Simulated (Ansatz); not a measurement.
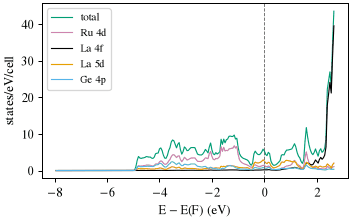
Total and projected density of states of LaGeRu in space group P4/nmm (No. 129; La on 2c, Ge on 2c, Ru on 2a), r²SCAN (plane waves, PAW; program Ansatz)

Which orbitals carry the states next to the Fermi level?

Within 0.5 eV of the Fermi level: La 5d 47 %, Ru 4d 26 %, Ge 4p 15 %. Projections are on Löwdin-orthogonalised atomic valence shells; empty p or d shells of many metals are not among them.

Where is the tallest occupied peak in this window, and what makes it?

Near -1.1 eV, about 9.7 states/eV per cell; the largest projected share is Ru 4d.

The first step of the workflow began from a Materials Project structure, measured or hypothetical; the Crystallography Open Database copy checked does not list it. Its standing as an ambient phase is unchecked. The cell was relaxed with r²SCAN under the symmetry of its start; whether a distortion lowers the energy is not shown. The run is not spin-polarised. Scalar-relativistic: spin–orbit coupling is off unless named, which matters more the heavier the elements.

Potentials: the later of the program's two PAW sets.
